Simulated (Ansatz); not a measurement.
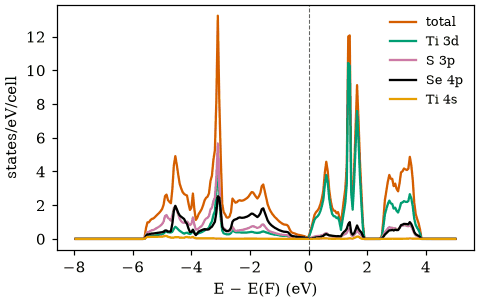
Fig. 1. Total and projected density of states of TiSeS in space group P3m1 (No. 156; Ti on 1b, Se on 1c, S on 1a), r²SCAN in the plane-wave PAW code Ansatz

Question: Which orbitals carry the states next to the Fermi level?

Answer: Within 0.5 eV of the Fermi level: Ti 3d 74 %, S 3p 11 %, Se 4p 10 %. Projections are on Löwdin-orthogonalised atomic valence shells; empty p or d shells of many metals are not among them.

Question: Where is the tallest occupied peak in this window, and what makes it?

Answer: Near -3.1 eV, about 13 states/eV per cell; the largest projected share is S 3p.

The workflow started from a Materials Project entry (that database holds measured and hypothetical structures alike); the Crystallography Open Database copy checked does not list it. Its standing as an ambient phase is unchecked. The r²SCAN relaxation kept the symmetry of its start; its stability against distortions is not shown here. No spin polarisation was allowed. A crystal of weakly bound layers computed without a dispersion correction: the cell and the soft elastic constants depend strongly on that. Spin–orbit coupling is left out wherever it is not named.

Potentials: the later of the program's two PAW sets.
